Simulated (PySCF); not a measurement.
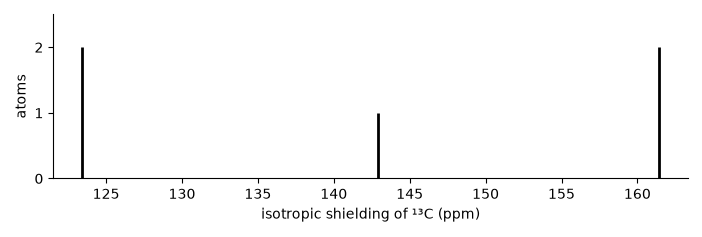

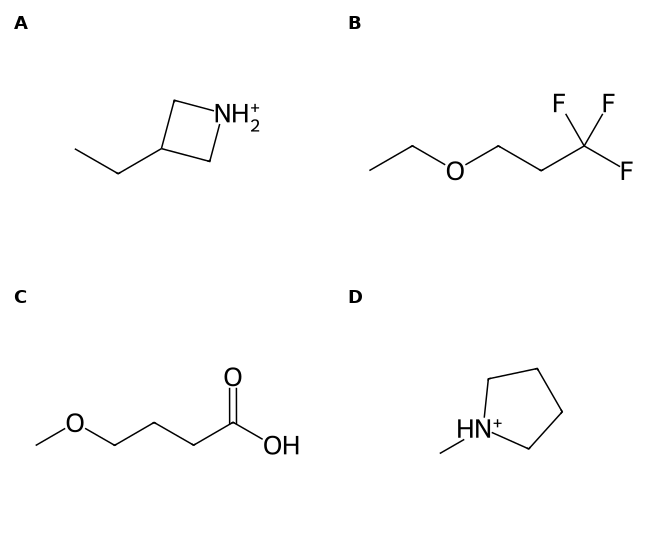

The sticks are computed shieldings of one of the molecules, for one fixed geometry (PBE0-D3(BJ)/def2-SVP) without averaging over rotations. Low shielding means a high chemical shift. Method: GIAO PBE0/pcSseg-1 NMR shielding, non-relativistic, gas phase (PySCF 2.14.0).

### Match the spectrum to a structure.

D, `C[NH+]1CCCC1`. Its 5 C atoms give lines at 123.4 (2 atoms), 142.9, 161.4 (2 atoms) ppm.
